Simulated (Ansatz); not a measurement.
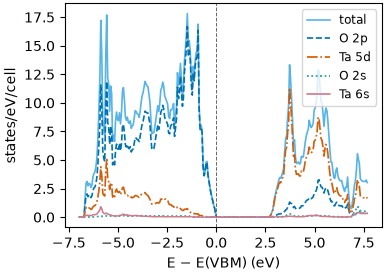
Fig. 1. Total and projected density of states of Ta2O5 in space group Pbam (No. 55; Ta on 4g, O on 4h, O on 2a, O on 4g), plane-wave PAW r²SCAN (Ansatz code)

Task: Which orbitals carry the states next to the gap?

Result: Top 1 eV of the valence band: O 2p 97 %. Bottom 1 eV of the conduction band: Ta 5d 87 %, O 2p 9 %. Projections are on Löwdin-orthogonalised atomic valence shells; empty p or d shells of many metals are not among them.

Task: Where is the tallest occupied peak in this window, and what makes it?

Result: Near -1.5 eV, about 18 states/eV per cell; the largest projected share is O 2p.

The start of the workflow was typed in or built on a structure type; the Crystallography Open Database copy checked does not list it. COD files the formula under space group No. 49, so this cell is another polymorph or a model. Its standing as an ambient phase is unchecked. The r²SCAN relaxation kept the symmetry of its start; its stability against distortions is not shown here. No spin polarisation was allowed. Scalar-relativistic: spin–orbit coupling is off unless named, which matters more the heavier the elements.

Potentials: the earlier of the program's two PAW sets.
